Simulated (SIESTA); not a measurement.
Band structure of AlNi (Pm-3m, 2 atoms in the cell).

```yaml
crystal:
  lattice:
    - [2.82139, 0.00000, 0.00000]
    - [0.00000, 2.82139, 0.00000]
    - [0.00000, 0.00000, 2.82139]
  atoms:
    - { symbol: Al, position: [0.50000, 0.50000, 0.50000] }
    - { symbol: Ni, position: [0.00000, 0.00000, 0.00000] }
```

Computed with GGA PBE, numerical atomic orbitals DZP, PseudoDojo PBE standard norm-conserving potentials (rewritten from UPF to PSML) (SIESTA).

Settings: XC.functional = GGA; XC.authors = PBE; potentials = PseudoDojo PBE standard; PAO.BasisSize = DZP; PAO.EnergyShift = 0.01 Ry; MeshCutoff = 400 Ry; kgrid.MonkhorstPack = 9 9 9; OccupationFunction = MP; OccupationMPOrder = 0; ElectronicTemperature = 0.272 eV; MaxSCFIterations = 150; SCF.Mixer.Method = Pulay; SCF.Mixer.Weight = 0.25; SCF.Mixer.History = 6.

The starting cell comes from a database of computed structures (which also holds hypothetical and non-ambient phases and stackings), without a prior relaxation at this level. Its lattice was rescaled by a random factor within 2.5 % of one. Spin polarisation is off. Values carry the incompleteness of an atom-centred basis.

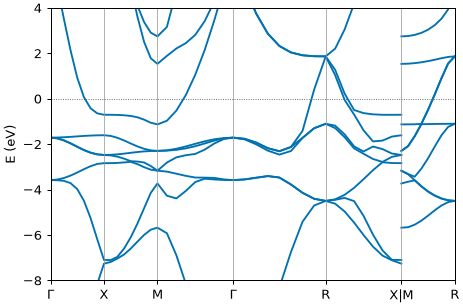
Figure: Bands along the path, energies from the Fermi level.

Levels in eV from the Fermi level, bands 7 to 12:
```
point      7      8      9     10     11    12
-----  -----  -----  -----  -----  -----  ----
Γ      -3.58  -1.71  -1.71  -1.71   5.83  5.83
X      -2.83  -2.47  -2.47  -1.60  -0.70  8.43
M      -3.16  -3.16  -2.29  -2.29  -1.13  1.54
R      -4.50  -1.10  -1.10   1.87   1.87  1.87
```

Bands cross the Fermi level along this path, so the cell is metallic at this level.

Higher empty bands are left out: an atom-centred basis made for the valence describes them poorly.
